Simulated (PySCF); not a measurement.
**GeH₈OSi₂: electronic excitations and core binding energies**

What electronic excitations and core binding energies should GeH₈OSi₂ (`[SiH3]O[SiH2][GeH3]`) show?

The runs use PySCF 2.14.0, with density-fitted response routines of our own; the level of theory stands in each step. All values are computed, except where a source is named. Atoms count from 0, in the outputs and in this text.

## Step 1: Starting geometry

12 atoms, charge 0, multiplicity 1; geometry from: GFN2-xTB.

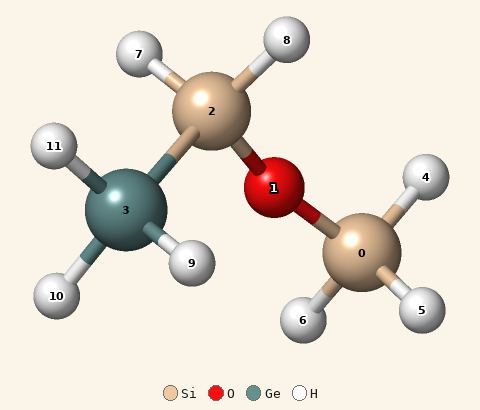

As it starts; silicon light orange, oxygen red, germanium teal, hydrogen white, atoms numbered.

## Step 2: TDDFT and polarisability: PBE0/def2-SVPD

What the job is given:

```
{"job": {"kind": "uv", "xc": "PBE0", "basis": "def2-SVPD", "nstates": 8, "ntriplets": 3}, "charge": 0, "multiplicity": 1}
Si    -2.390604     0.454162     0.248010
O     -0.970759    -0.301395     0.060923
Si     0.435327    -1.065943     0.274999
Ge     2.187525     0.394101    -0.205016
H     -3.306494    -0.502467     0.865888
H     -2.154647     1.612385     1.108520
H     -2.792685     0.826496    -1.105263
H      0.395241    -2.207052    -0.641231
H      0.484792    -1.533485     1.662706
H      2.423234     1.527727     0.753912
H      2.167411     1.089558    -1.536465
H      3.522856    -0.294773    -0.218850
```

Level: TDDFT PBE0/def2-SVPD, vertical, gas phase, core orbitals frozen in the response.

Run with:

```sh
OMP_NUM_THREADS=1 python probes_run.py task.json out
```

One launch serves the whole session: the jobs run in the order shown.

Log:

```text
coarse grid: 45200 points
cycle   1  E = -2734.8774763762  dE = -4.060e-01  |g| = 7.802e-01  |ddm| = 3.904e+00
cycle   2  E = -2734.6597551153  dE =  2.177e-01  |g| = 1.301e+00  |ddm| = 1.889e+00
cycle   3  E = -2734.9787095534  dE = -3.190e-01  |g| = 1.147e-01  |ddm| = 1.290e+00
cycle   4  E = -2734.9808687103  dE = -2.159e-03  |g| = 4.015e-02  |ddm| = 1.806e-01
cycle   5  E = -2734.9810422064  dE = -1.735e-04  |g| = 5.595e-03  |ddm| = 3.998e-02
cycle   6  E = -2734.9810504794  dE = -8.273e-06  |g| = 6.404e-04  |ddm| = 1.222e-02
final grid: 91080 points
cycle   7  E = -2734.9810639495  dE = -1.102e-07  |g| = 5.603e-04  |ddm| = 5.590e-03
cycle   8  E = -2734.9810639755  dE = -2.604e-08  |g| = 5.197e-04  |ddm| = 2.126e-03
cycle   9  E = -2734.9810640494  dE = -7.385e-08  |g| = 5.118e-05  |ddm| = 9.372e-04
cycle  10  E = -2734.9810640498  dE = -4.256e-10  |g| = 1.206e-05  |ddm| = 5.830e-05
converged SCF energy = -2734.9810640498

Static polarisability (au): isotropic 88.829, principal 78.267 85.072 103.147

Singlet excitations
state   eV       nm        f      main configurations
  1   6.2531    198.3   0.01411   H->L 0.97
  2   6.7944    182.5   0.00424   H-1->L 0.98
  3   7.3039    169.8   0.02876   H->L+2 0.92
  4   7.3084    169.6   0.08129   H->L+1 0.87
  5   7.5865    163.4   0.16098   H->L+3 0.50, H->L+4 0.18, H-3->L 0.17
  6   7.6326    162.4   0.01706   H->L+3 0.31, H-4->L 0.27, H->L+4 0.23
  7   7.7164    160.7   0.00524   H-2->L 0.73, H-1->L+1 0.13
  8   7.9155    156.6   0.01193   H-1->L+1 0.53, H->L+5 0.14, H-2->L 0.12

Triplet excitations (Tamm-Dancoff, eV): 5.7272 6.4292 6.5200
```

It took 52 s on 1 thread of Intel Xeon at 2.50GHz, shared host; peak memory 0.65 GiB.

Frontier orbitals and where they lie:

| orbital | eV | atoms |
| --- | --- | --- |
| HOMO−3 | -9.41 | Ge3 41 %, H11 23 %, H10 19 % |
| HOMO−2 | -9.37 | Ge3 37 %, H9 26 %, H10 13 % |
| HOMO−1 | -8.67 | O1 32 %, Si2 15 %, Si0 12 % |
| HOMO | -8.04 | Ge3 25 %, O1 22 %, Si2 21 % |
| LUMO | -0.52 | Si2 25 %, Ge3 16 %, Si0 15 % |
| LUMO+1 | 0.29 | Ge3 40 %, Si2 13 %, H10 10 % |
| LUMO+2 | 0.43 | Ge3 33 %, Si2 28 %, H9 9 % |

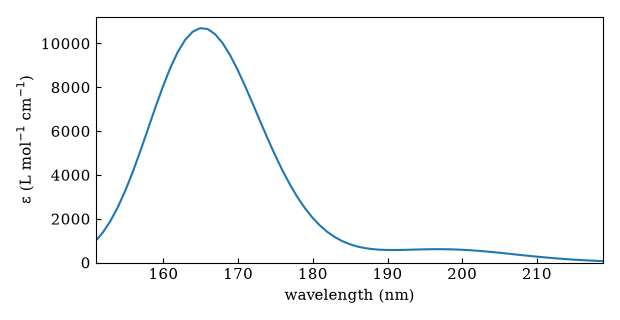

Absorption spectrum: each of the 8 states is a Gaussian band of 0.4 eV half-width at 1/e. Beyond the last state computed it falls off for lack of states.

Further results of this job:

| property | computed |
| --- | --- |
| dipole moment (D) | 0.78 |
| polarisability (Å³) | 13.16 |
| HOMO–LUMO gap (eV) | 7.52 |
| −ε(HOMO) (eV) | 8.04 |

## Step 3: X-ray photoelectron lines: SCAN, X2C

Settings changed since step 2:

```diff
@@ -1,2 +1,2 @@
-{"job": {"kind": "uv", "xc": "PBE0", "basis": "def2-SVPD", "nstates": 8, "ntriplets": 3}, "charge": 0, "multiplicity": 1}
+{"job": {"kind": "xps"}, "charge": 0, "multiplicity": 1}
 Si    -2.390604     0.454162     0.248010
```

Method: delta-SCF UKS SCAN, pcX-2 on the ionised atom, pcseg-1 elsewhere, spin-free X2C.

Log:

```text
ground state, core basis on atom 0 (Si), 159 functions
  cycle   1  E = -2754.12233675  |g| = 7.52e-01
  cycle   2  E = -2753.74081138  |g| = 1.57e+00
  cycle   3  E = -2754.22621153  |g| = 9.06e-02
  cycle   4  E = -2754.22799206  |g| = 3.65e-02
  cycle   5  E = -2754.22847397  |g| = 5.45e-03
  cycle   6  E = -2754.22848596  |g| = 2.31e-03
  cycle   7  E = -2754.22849086  |g| = 3.21e-04
  E(ground) = -2754.38449527 Eh
hole in Si 1s of atom 0
  cycle   1  E = -2685.28445078  |g| = 4.35e+00
  cycle   2  E = -2683.79430280  |g| = 2.39e+00
  cycle   3  E = -2678.38495484  |g| = 2.37e+00
  cycle   4  E = -2686.23419874  |g| = 4.48e-01
  cycle   5  E = -2686.25995057  |g| = 4.23e-01
  cycle   6  E = -2686.32377975  |g| = 1.09e-01
  cycle   7  E = -2686.32992768  |g| = 2.41e-02
  cycle   8  E = -2686.33031157  |g| = 6.81e-03
  cycle   9  E = -2686.33034071  |g| = 1.76e-03
  cycle  10  E = -2686.33034363  |g| = 5.56e-04
  cycle  11  E = -2686.33034329  |g| = 1.21e-04
  E(ion) = -2686.49394818 Eh   <S^2> = 0.7521   hole on atom = 1.000   binding energy = 1847.396 eV
hole in Si 2p of atom 0
  cycle   1  E = -2749.94360845  |g| = 1.23e+00
  cycle   2  E = -2748.38455308  |g| = 1.49e+00
  cycle   3  E = -2750.03795836  |g| = 5.15e-01
  cycle   4  E = -2750.24392117  |g| = 1.44e-01
  cycle   5  E = -2750.24634571  |g| = 1.70e-01
  cycle   6  E = -2750.25720282  |g| = 2.64e-02
  cycle   7  E = -2750.25755739  |g| = 6.86e-03
  cycle   8  E = -2750.25759049  |g| = 1.72e-03
  cycle   9  E = -2750.25759227  |g| = 4.54e-04
  E(ion) = -2750.42404324 Eh   <S^2> = 0.7513   hole on atom = 1.003   binding energy = 107.769 eV
  2p3/2 = 107.507 eV   2p1/2 = 108.134 eV
ground state, core basis on atom 1 (O), 148 functions
  cycle   1  E = -2754.16517587  |g| = 1.14e-01
  cycle   2  E = -2754.16264597  |g| = 1.40e-01
  cycle   3  E = -2754.16575057  |g| = 4.76e-02
  cycle   4  E = -2754.16613452  |g| = 3.95e-03
  cycle   5  E = -2754.16614091  |g| = 4.29e-04
  E(ground) = -2754.35948945 Eh
hole in O 1s of atom 1
  cycle   1  E = -2733.57119149  |g| = 2.23e+00
  cycle   2  E = -2733.11867653  |g| = 2.18e+00
  cycle   3  E = -2734.34945358  |g| = 3.85e-01
  cycle   4  E = -2734.39401403  |g| = 9.90e-02
  cycle   5  E = -2734.40017990  |g| = 3.11e-02
  cycle   6  E = -2734.40096960  |g| = 4.97e-03
  cycle   7  E = -2734.40098406  |g| = 2.27e-03
  cycle   8  E = -2734.40098709  |g| = 6.85e-04
  cycle   9  E = -2734.40098742  |g| = 1.45e-04
  E(ion) = -2734.59462746 Eh   <S^2> = 0.7616   hole on atom = 1.000   binding energy = 537.829 eV
ground state, core basis on atom 2 (Si), 159 functions
  cycle   1  E = -2754.22650003  |g| = 3.08e-01
  cycle   2  E = -2754.22122921  |g| = 2.07e-01
  cycle   3  E = -2754.22299864  |g| = 1.76e-01
  cycle   4  E = -2754.22883579  |g| = 1.38e-02
  cycle   5  E = -2754.22887226  |g| = 2.05e-03
  cycle   6  E = -2754.22887091  |g| = 3.97e-04
  E(ground) = -2754.38420586 Eh
hole in Si 1s of atom 2
  cycle   1  E = -2685.27896618  |g| = 4.35e+00
  cycle   2  E = -2685.01684919  |g| = 2.27e+00
  cycle   3  E = -2685.77081831  |g| = 8.76e-01
  cycle   4  E = -2686.30194375  |g| = 2.48e-01
  cycle   5  E = -2686.33969792  |g| = 5.68e-02
  cycle   6  E = -2686.33983918  |g| = 5.75e-02
  cycle   7  E = -2686.34112493  |g| = 9.88e-03
  cycle   8  E = -2686.34117494  |g| = 2.97e-03
  cycle   9  E = -2686.34118228  |g| = 6.44e-04
  cycle  10  E = -2686.34118049  |g| = 1.48e-04
  E(ion) = -2686.50422255 Eh   <S^2> = 0.7521   hole on atom = 1.000   binding energy = 1847.108 eV
hole in Si 2p of atom 2
  cycle   1  E = -2749.93896906  |g| = 1.24e+00
  cycle   2  E = -2749.61489500  |g| = 1.22e+00
  cycle   3  E = -2750.20023868  |g| = 2.94e-01
  cycle   4  E = -2750.26346423  |g| = 9.01e-02
  cycle   5  E = -2750.26563489  |g| = 6.75e-02
  cycle   6  E = -2750.26755979  |g| = 7.41e-03
  cycle   7  E = -2750.26757969  |g| = 2.26e-03
  cycle   8  E = -2750.26758344  |g| = 6.46e-04
  cycle   9  E = -2750.26758496  |g| = 1.54e-04
  E(ion) = -2750.43385086 Eh   <S^2> = 0.7513   hole on atom = 1.002   binding energy = 107.495 eV
  2p3/2 = 107.238 eV   2p1/2 = 107.864 eV
```

It took 1.7 min on 1 thread of Intel Xeon at 2.50GHz, shared host; peak memory 0.5 GiB.

The holes in one table. −ε is the ground-state orbital energy:

| hole | stands for | environment | ΔSCF (eV; 2p as the shell's mean) | −ε (eV) | ⟨S²⟩ |
| --- | --- | --- | --- | --- | --- |
| Si1s on Si0 | Si0 | silicon bonded to O, 3 H | 1847.40 | 1793.9 | 0.752 |
| Si2p on Si0 | Si0 | silicon bonded to O, 3 H | 107.72 | 96.6 | 0.751 |
| O1s on O1 | O1 | oxygen bonded to 2 Si | 537.83 | 516.4 | 0.762 |
| Si1s on Si2 | Si2 | silicon bonded to Ge, O, 2 H | 1847.11 | 1794.0 | 0.752 |
| Si2p on Si2 | Si2 | silicon bonded to Ge, O, 2 H | 107.45 | 96.8 | 0.751 |

With the spin-orbit splitting: Si0 2p3/2 107.51, 2p1/2 108.13 eV; Si2 2p3/2 107.24, 2p1/2 107.86 eV. The table gives each 2p level as the mean over the whole 2p shell (two parts 2p3/2, one part 2p1/2), which differs a little from the single hole in the log.

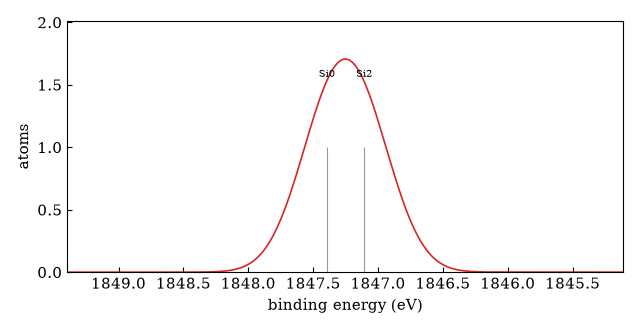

The Si1s photoelectron lines, weighted by the number of atoms. Lines are broadened to a width of 0.60 eV (Gaussian).

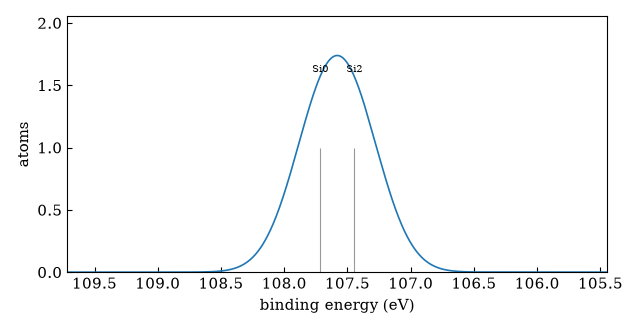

The Si2p photoelectron lines, weighted by the number of atoms. Lines are broadened to a width of 0.60 eV (Gaussian).

## Step 4: Summary of results

| quantity | value |
| --- | --- |
| lowest singlet (PBE0/def2-SVPD) | 6.25 eV (198 nm), f = 0.014 |
| brightest single state of those computed | state 5, 7.59 eV, f = 0.161 |
| lowest triplet | 5.73 eV |
| Si1s binding energies, SCAN/pcX-2 | Si0 1847.40, Si2 1847.11 eV |
| Si2p binding energies, SCAN/pcX-2 | Si0 107.72, Si2 107.45 eV |
| O1s binding energies, SCAN/pcX-2 | O1 537.83 eV |

**Reading.** The first singlet state (HOMO→LUMO 0.97) lies at 6.25 eV and is weak; of the 8 states computed, the strongest absorption comes from state 5 at 7.59 eV. The lowest triplet lies 0.53 eV below the lowest singlet (triplets in Tamm-Dancoff, singlets in full TDDFT). The Si1s levels kept as sound span 0.29 eV, from Si2 (silicon bonded to Ge, O, 2 H) up to Si0 (silicon bonded to O, 3 H). Si0 (silicon bonded to O, 3 H) binds its Si2p electron 0.27 eV more tightly than Si2 (silicon bonded to Ge, O, 2 H).
